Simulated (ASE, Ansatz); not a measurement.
# Random fcc alloy of Ir and Pd (108 atoms): a single point

Aim: energy, forces and density of states of random fcc alloy of Ir and Pd (108 atoms) at a fixed geometry.

Program: Ansatz 0.2.0. Level of theory: Kohn-Sham DFT, PBE, PAW (set soft_2), plane waves. Results are calculated unless marked as measured.

**1. Set-up**

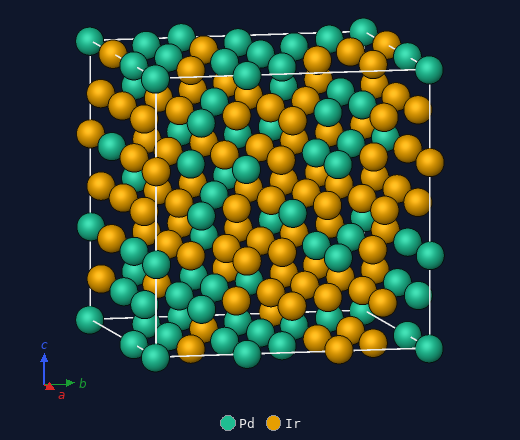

The starting structure, seen slightly off an axis (palladium teal, iridium orange). Some periodic images of atoms are drawn too.

The cell holds 108 atoms: 40 Pd and 68 Ir. Cell: a = 11.574 Å, b = 11.574 Å, c = 11.574 Å, α = 90.0°, β = 90.0°, γ = 90.0°. It derives from Ir (fcc) and Pd, repeated 3×3×3. Fcc Ir, 3 x 3 x 3 conventional cells, 40 of 108 Ir sites given to Pd at random (x = 0.370), lattice by Vegard's rule (a = 3.858 Å); not relaxed, displaced by a Gaussian of 0.02 Å.

Before any run, some limits are plain. The host structure and its lattice constant were typed by rule, without a check against the phase diagram. The levels lack spin–orbit coupling, which is large for the heavy elements here.

**2. Plane-wave single point**

The electrons are solved once, with the atoms held.

input.yaml reads:

```yaml
crystal:
  lattice:
    - [11.5737, 0.0, 0.0]
    - [0.0, 11.5737, 0.0]
    - [0.0, 0.0, 11.5737]
  atoms:
    - { symbol: Pd, position: [0.99668, 0.99857, 0.99676] }
    - { symbol: Pd, position: [0.9976, 0.16719, 0.16536] }
    - { symbol: Ir, position: [0.16478, 0.00037, 0.16679] }
    - { symbol: Pd, position: [0.167, 0.16431, 0.99962] }
    - { symbol: Pd, position: [0.99986, 0.00217, 0.33149] }
    - { symbol: Pd, position: [0.00063, 0.16532, 0.5007] }
    - { symbol: Ir, position: [0.16914, 0.99852, 0.50043] }
    - { symbol: Ir, position: [0.16634, 0.1651, 0.33173] }
    - { symbol: Ir, position: [0.0005, 0.001, 0.66515] }
    - { symbol: Pd, position: [0.00318, 0.16438, 0.83398] }
    - { symbol: Ir, position: [0.16618, 0.99827, 0.83189] }
    - { symbol: Ir, position: [0.16636, 0.16669, 0.66334] }
    - { symbol: Pd, position: [0.9991, 0.33304, 0.99872] }
    - { symbol: Ir, position: [7.0e-05, 0.49741, 0.1665] }
    - { symbol: Pd, position: [0.16697, 0.33739, 0.16638] }
    - { symbol: Pd, position: [0.16891, 0.49859, 0.99853] }
    - { symbol: Ir, position: [0.00078, 0.33264, 0.33376] }
    - { symbol: Pd, position: [0.00113, 0.49952, 0.49942] }
    - { symbol: Ir, position: [0.16608, 0.33432, 0.49943] }
    - { symbol: Ir, position: [0.16724, 0.50027, 0.33353] }
    - { symbol: Pd, position: [0.99872, 0.33089, 0.66207] }
    - { symbol: Ir, position: [0.99996, 0.49963, 0.83165] }
    - { symbol: Ir, position: [0.16886, 0.33349, 0.83431] }
    - { symbol: Pd, position: [0.16188, 0.49981, 0.66843] }
    - { symbol: Ir, position: [0.99785, 0.66891, 0.00412] }
    - { symbol: Ir, position: [0.99782, 0.82911, 0.16734] }
    - { symbol: Ir, position: [0.16584, 0.66786, 0.16533] }
    - { symbol: Pd, position: [0.16821, 0.83317, 0.0002] }
    - { symbol: Pd, position: [0.00339, 0.66536, 0.3347] }
    - { symbol: Ir, position: [0.00124, 0.83553, 0.49953] }
    - { symbol: Ir, position: [0.16849, 0.66611, 0.49739] }
    - { symbol: Ir, position: [0.1678, 0.83413, 0.33704] }
    - { symbol: Pd, position: [0.00074, 0.66517, 0.66869] }
    - { symbol: Ir, position: [0.0007, 0.83305, 0.83286] }
    - { symbol: Pd, position: [0.16744, 0.66554, 0.83493] }
    - { symbol: Ir, position: [0.16591, 0.83292, 0.66531] }
    - { symbol: Ir, position: [0.33423, 0.00283, 0.99591] }
    - { symbol: Ir, position: [0.33085, 0.16358, 0.16517] }
    - { symbol: Pd, position: [0.50572, 0.00104, 0.16715] }
    - { symbol: Pd, position: [0.50007, 0.16615, 0.00021] }
    - { symbol: Ir, position: [0.33021, 0.99862, 0.33358] }
    - { symbol: Ir, position: [0.32789, 0.16784, 0.50072] }
    - { symbol: Ir, position: [0.49973, 0.0007, 0.50278] }
    - { symbol: Ir, position: [0.50023, 0.16537, 0.33098] }
    - { symbol: Pd, position: [0.33163, 0.9989, 0.6643] }
    - { symbol: Ir, position: [0.33426, 0.16903, 0.83388] }
    - { symbol: Ir, position: [0.49712, 0.99743, 0.83284] }
    - { symbol: Ir, position: [0.49885, 0.16462, 0.66423] }
    - { symbol: Ir, position: [0.33214, 0.33463, 0.00023] }
    - { symbol: Pd, position: [0.33697, 0.49993, 0.16607] }
    - { symbol: Pd, position: [0.50048, 0.33295, 0.16969] }
    - { symbol: Pd, position: [0.49904, 0.50224, 0.00234] }
    - { symbol: Pd, position: [0.33586, 0.33505, 0.33355] }
    - { symbol: Ir, position: [0.33379, 0.49814, 0.49938] }
    - { symbol: Pd, position: [0.49828, 0.33281, 0.50253] }
    - { symbol: Ir, position: [0.50003, 0.50186, 0.332] }
    - { symbol: Ir, position: [0.33578, 0.33442, 0.66915] }
    - { symbol: Ir, position: [0.33641, 0.49705, 0.83281] }
    - { symbol: Pd, position: [0.4994, 0.33323, 0.83635] }
    - { symbol: Ir, position: [0.49789, 0.49887, 0.66704] }
    - { symbol: Pd, position: [0.33423, 0.66468, 0.00082] }
    - { symbol: Ir, position: [0.33383, 0.83349, 0.16891] }
    - { symbol: Ir, position: [0.49919, 0.66379, 0.1675] }
    - { symbol: Ir, position: [0.49754, 0.83093, 0.99936] }
    - { symbol: Ir, position: [0.33349, 0.66494, 0.33186] }
    - { symbol: Ir, position: [0.32996, 0.82958, 0.50034] }
    - { symbol: Ir, position: [0.50018, 0.669, 0.49838] }
    - { symbol: Pd, position: [0.49985, 0.83171, 0.33442] }
    - { symbol: Ir, position: [0.33111, 0.66593, 0.6654] }
    - { symbol: Pd, position: [0.33319, 0.8345, 0.83337] }
    - { symbol: Ir, position: [0.50068, 0.66704, 0.82975] }
    - { symbol: Pd, position: [0.49706, 0.83286, 0.67012] }
    - { symbol: Pd, position: [0.66753, 0.99863, 0.99958] }
    - { symbol: Pd, position: [0.66498, 0.1653, 0.1687] }
    - { symbol: Pd, position: [0.83513, 0.99813, 0.16579] }
    - { symbol: Ir, position: [0.83341, 0.16725, 0.00044] }
    - { symbol: Pd, position: [0.66801, 0.99934, 0.33432] }
    - { symbol: Ir, position: [0.6655, 0.16434, 0.50156] }
    [... 24 atom lines left out ...]
    - { symbol: Ir, position: [0.83397, 0.66648, 0.49974] }
    - { symbol: Ir, position: [0.83066, 0.83271, 0.33485] }
    - { symbol: Pd, position: [0.66479, 0.666, 0.6654] }
    - { symbol: Pd, position: [0.66523, 0.83424, 0.83199] }
    - { symbol: Pd, position: [0.83385, 0.6684, 0.83339] }
    - { symbol: Ir, position: [0.83236, 0.8355, 0.66784] }
kpoints:
  mp_grid: { grid: [2, 2, 2] }
hamiltonian:
  xc: pbe
scf:
  occupations: { method: fermi_dirac, width: 0.1 }
output:
  forces: true
  stress: true
  populations: true
  dos:
    method: { smearing: { sigma: 0.15 } }
    de: 0.1
    projected: { site_lists: { Ir: [Ir], Pd: [Pd] } }
  eigenvalues: true
  write_density: true
  write_potential: true
  volumetric_format: npy
```

On the command line:

```console
ansatz run input.yaml --threads 8 --pin off --max-ram 15872MiB --backend cpu --events-out ev --progress --plain --runs-dir out
```

Numbers of over 12 decimals in the logs are rounded to 6 here.

The log of the run:

```text
Engine: ansatz 0.2.0, aarch64-unknown-linux-gnu
Pseudopotentials: kind: paw
Pseudopotential: Pd, paw, valence charge 18, recommended cutoff 420 eV (normal), Pd.paw.azcp
Pseudopotential: Ir, paw, valence charge 17, recommended cutoff 420 eV (normal), Ir.paw.azcp
[... 5 lines on functional and potentials left out ...]
Crystal: 108 atoms, lattice volume = 1550.303 Å³
Basis set: ecut = 420 eV, 30551 PW (Γ), exchange–correlation on 160×160×160 points (8 copies of the dense FFT grid, shifted against one another)
Bands: 1126, of which v1, the nominal top of the filled ones, is band 938 counted from 1 (937 counted from 0)
Symmetry: 1 space group operations
Space group: P1 (ITA 1), of the structure as read, at distance tolerance 1.2e-4 Å
k-points: 8
[... 5 lines on functional and potentials left out ...]
Initial density: superposition of atomic densities (neutral atoms: chi_scale 0, normalization atom), corrected by the library's trained network
Initial wavefunctions: pseudopotential atomic-orbital guess
Functional: x = pbe(κ = 0.804, μ = 0.219515), c = pbe(β = 0.066725)
SCF iter   1: F=—  HF=-1090504.715221 eV  |F-HF|=—  |Δ(HF+E_count)|=         —  Δρ=8.91e-3  dr2=6.31e0  ethr=1.77e-3  ⟨swp⟩=5.0  Hψ=30333  notcnv=0  defer=542
preconditioner: auto → Kerker (q_TF=auto, 2.816 Å⁻¹)  [metal: Δε(μ)=0.001 eV  Ē_g=7.393 eV  σ=0.100 eV  W_gap=0.00  n_scr=586 (ndim 8)  ℏωp=30.0 eV  f_vac=0.000  D(μ)=132.10/eV (n_scr^D=1574)]
SCF iter   2: F=—  HF=-1090504.653181 eV  |F-HF|=—  |Δ(HF+E_count)|=   6.20e-2  Δρ=4.49e-3  dr2=2.18e0  ethr=3.37e-4  ⟨swp⟩=1.0  Hψ=10360  notcnv=0  defer=617
SCF iter   3: F=—  HF=-1090504.619326 eV  |F-HF|=—  |Δ(HF+E_count)|=   3.39e-2  Δρ=7.20e-4  dr2=1.25e-1  ethr=1.16e-4  ⟨swp⟩=1.0  Hψ=8305  notcnv=0  defer=617
SCF iter   4: F=—  HF=-1090504.614009 eV  |F-HF|=—  |Δ(HF+E_count)|=   5.32e-3  Δρ=2.60e-4  dr2=7.08e-3  ethr=6.68e-6  ⟨swp⟩=1.0  Hψ=8305  notcnv=0  defer=617
SCF iter   5: F=—  HF=-1090504.613591 eV  |F-HF|=—  |Δ(HF+E_count)|=   4.18e-4  Δρ=8.57e-5  dr2=4.49e-4  ethr=3.77e-7  ⟨swp⟩=1.0  Hψ=8305  notcnv=0  defer=617
SCF iter   6: F=—  HF=-1090504.613555 eV  |F-HF|=—  |Δ(HF+E_count)|=   3.62e-5  Δρ=2.24e-5  dr2=1.37e-5  ethr=2.39e-8  ⟨swp⟩=1.0  Hψ=8305  notcnv=0  defer=617
SCF iter   7: F=—  HF=-1090504.611249 eV  |F-HF|=—  |Δ(HF+E_count)|=   2.31e-3  Δρ=9.37e-6  dr2=3.70e-6  ethr=7.33e-10  ⟨swp⟩=2.1  Hψ=15066  notcnv=0  defer=617
SCF iter   8: F=—  HF=-1090504.611249 eV  |F-HF|=—  |Δ(HF+E_count)|=   2.59e-7  Δρ=2.32e-6  dr2=1.99e-7  ethr=1.97e-10  ⟨swp⟩=1.0  Hψ=8305  notcnv=0  defer=617
SCF iter   9: F=-1090504.611249 eV  HF=-1090504.611249 eV  |F-HF|=2.17e-8  |Δ(HF+E_count)|=   2.56e-8  Δρ=5.92e-7  dr2=2.35e-8  ethr=5.33e-12  ⟨swp⟩=11.1  Hψ=52084  notcnv=0
SCF 1 converged in 9 iterations: F = -1090504.611249 eV  dr2 = 2.35e-8
  greatest PAW one-centre occupation: 1.000 electrons in one spin orbital (limit 2), on the Ir atom at site 64 (counted from 0), in its partial waves of l = 0
SCF converged after 9 iterations
Free energy (F): -1090504.611249 eV
Harris-Foulkes:  -1090504.611249 eV  (|F-HF|=2.17e-8)
Internal energy: -1090500.241555 eV  (E = F + TS)
E sigma→0 (E₀):  -1090502.426402 eV
Entropy (-TS):   -4.369694 eV (-40.460 meV/atom)
Fermi energy:    23.631818 eV
--- Per-component energies (eV) ---
  E_band       = -11009.896921
  E_kinetic    = 62906.614312
  E_local      = -142368.993727  (includes V_loc(G=0)·N_el)
  E_nonlocal   = 13613.736772
  E_hartree    = 56324.888411
  E_xc         = -24985.265625
  E_vxc        = -28895.609197  (∫ρ·V_xc dr)
  E_paw        = -777183.058787  (= ΣΔE_a)
  E_vpaw       = -28915.423128  (= ΣTr[D̂ρ^β])
  E_aug_tail   = 0.012273  (compensation charges beyond the density's cutoff)
  E_ewald      = -278808.175183
  E_smearing   = -4.369694  (= −TS)
  E_closure    = 0.000000  (closes the sum)
  Σ components = -1090504.611249   (vs F -1090504.611249, Δ=0.00e0)
--- Forces (eV/Å), atoms counted from 1 ---
  atom   1  Pd     0.28277556    -0.14543514     0.47519742
  atom   2  Pd     0.08096635     0.14278708     0.12248639
  atom   3  Ir     0.92441792    -0.38783257     0.39074144
  atom   4  Pd     0.25396864     0.28517668     0.04427886
  atom   5  Pd    -0.17110764    -0.65340098     0.27945998
  atom   6  Pd    -0.01971175     0.06763560    -0.51177357
  atom   7  Ir    -0.00756659     0.14403102    -0.02167376
  atom   8  Ir     0.60373621     0.31365301     0.09508949
  atom   9  Ir     0.07777389    -1.32418711     0.06141941
  atom  10  Pd    -0.52461869     0.18010686    -0.28228381
  atom  11  Ir     0.33737215     0.14461472    -0.47275478
  atom  12  Ir     0.41486718     0.14428979     0.95182428
  atom  13  Pd    -0.28276885     0.12361557    -0.14473114
  atom  14  Ir    -0.30690769     0.40729507     0.79072285
[...]
atom 107  Pd    -0.05893832    -0.37366198    -0.03667884
  atom 108  Ir     0.40331247     0.39290744    -0.94490331
  max |Σ_I F_I| component: 9.40e-6 eV/Å
--- Stress (GPa, compression-positive) ---
        7.254506       0.037214      -0.082200
        0.037214       7.367820      -0.091493
       -0.082200      -0.091493       7.255970
  P = ⅓ Tr σ = 7.2928 GPa (72.928 kbar)
--- Band table (eV; the first three rows and the last of 8) ---
  k-point 0: bands = ["-69.0675", "-69.0466", "-69.0328", "-69.0289", [... 1110 levels ...], "32.9273", "32.9374", "32.9664", "32.9960", "33.0347", "33.0497", "33.1021", "33.1208", "33.1400", "33.1798", "33.1869", "33.2205"]
[...]
--- Löwdin populations: 108 sites ---
  site symbol       q [e]
     0     Pd     17.1912
     1     Pd     17.2252
     2     Ir     17.1162
[...]
107     Ir     17.0526
  spilling = 0.015673 (of n_electrons = 1876.000000)
```

The job ended after 9.5 min (8 threads of Arm Neoverse V2, shared host; peak memory 12 GiB).

In the SCF lines HF is the Harris–Foulkes energy and dr2 the Hartree energy of the density residual, in eV; the loop may stop once dr2 is under the threshold and the program's other checks hold. Hψ counts applications of the Hamiltonian.

The program notes that it cut back its work space to fit the memory limit.

The run gave:

```yaml
free_energy: -1090504.6112 eV
free_energy_per_atom: -10097.2649 eV/atom
scf_cycles: 9
pressure: 7.293 GPa
r_m_s_force_component: 0.4372 eV/Å
longest_force: 1.409 eV/Å
fermi_energy: 23.63 eV
levels_partly_filled_by_over_2_per_cent: 407
spilling_of_the_projection: 0.01567
```

Length of the force by element:

| element | coordination | atoms | mean length of the force (eV/Å) | spread | least | most |
| --- | --- | --- | --- | --- | --- | --- |
| Ir | all | 68 | 0.773 | 0.306 | 0.146 | 1.41 |
| Pd | all | 40 | 0.556 | 0.251 | 0.132 | 1.25 |

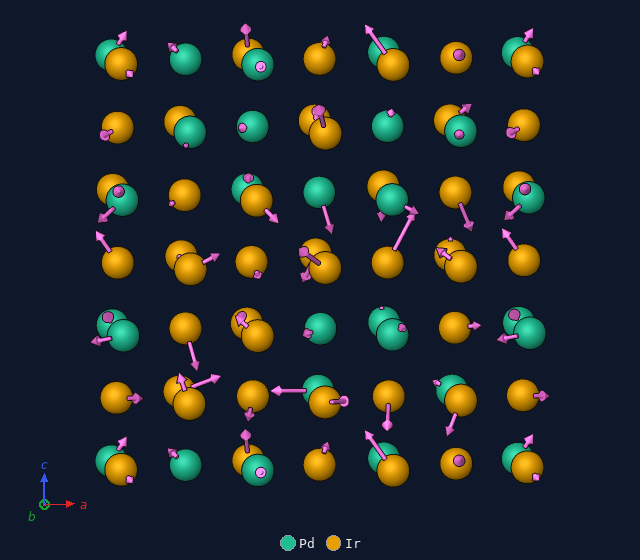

Forces as arrows; the longest in the cell is 1.41 eV/Å. Drawn is a slice 4 Å thick, seen along the normal of the ac plane.

States in the cell by windows of 1 eV, zero at the Fermi level; the larger projections on atomic orbitals stand beside the total:

| from (eV) | to (eV) | total | Ir d | Pd d | Ir s |
| --- | --- | --- | --- | --- | --- |
| -14 | -11 | 0.0 | 0.0 | 0.0 | 0.0 |
| -11 | -10 | 0.1 | 0.0 | 0.0 | 0.1 |
| -10 | -9 | 4.7 | 0.1 | 0.0 | 4.4 |
| -9 | -8 | 10.7 | 0.6 | 0.3 | 9.4 |
| -8 | -7 | 27.6 | 8.5 | 3.4 | 15.0 |
| -7 | -6 | 105.8 | 59.0 | 25.1 | 19.0 |
| -6 | -5 | 140.7 | 78.6 | 53.0 | 5.1 |
| -5 | -4 | 135.4 | 69.9 | 58.4 | 3.7 |
| -4 | -3 | 196.7 | 98.0 | 85.8 | 6.4 |
| -3 | -2 | 133.0 | 67.4 | 55.3 | 4.6 |
| -2 | -1 | 133.5 | 75.7 | 48.5 | 3.7 |
| -1 | 0 | 123.7 | 78.7 | 37.3 | 3.5 |
| 0 | 1 | 119.3 | 87.6 | 23.0 | 4.1 |
| 1 | 2 | 39.7 | 25.2 | 3.4 | 5.3 |
| 2 | 3 | 32.2 | 9.6 | 2.1 | 8.5 |
| 3 | 4 | 24.1 | 4.9 | 0.9 | 4.0 |
| 4 | 5 | 22.0 | 3.2 | 0.6 | 4.8 |

The stored curve holds about 1012 of the 1876 electrons; the rest, give or take the few that broadening carries across the Fermi level, lie in deeper levels below its range.

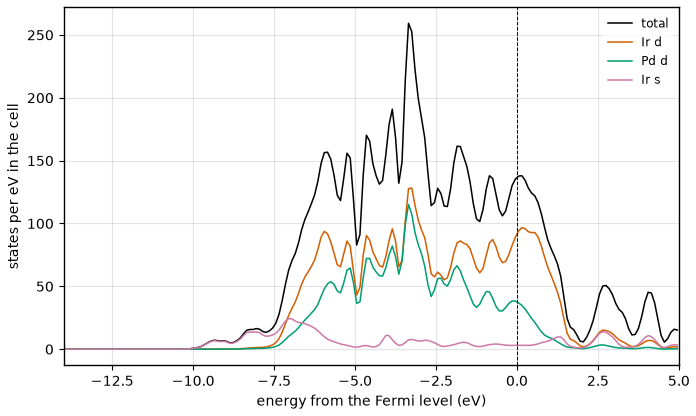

Total and projected density of states, with the broadening of the input.

The levels nearest the highest filled one (over half full), pooled over k-points and spins:

| level less the highest filled one (eV) | occupation |
| --- | --- |
| -0.0067 | 1.06 |
| -0.0063 | 1.06 |
| -0.0061 | 1.06 |
| -0.0037 | 1.05 |
| -0.0031 | 1.04 |
| 0 | 1.03 |
| 0.0061 | 0.998 |
| 0.0071 | 0.993 |
| 0.0087 | 0.985 |
| 0.0107 | 0.975 |
| 0.0126 | 0.965 |
| 0.013 | 0.963 |

(Part 1 of 2 ends here.)

[Logs are printed without paths, hosts, clocks, repeated set-up lines and the standing remarks that a program may print on its own settings, such as how far it seeks lower states.]

[Hosts, paths, dates, database ids (printed as entryN), source tags and the programs' standing remarks are cut or masked in the printed files.]
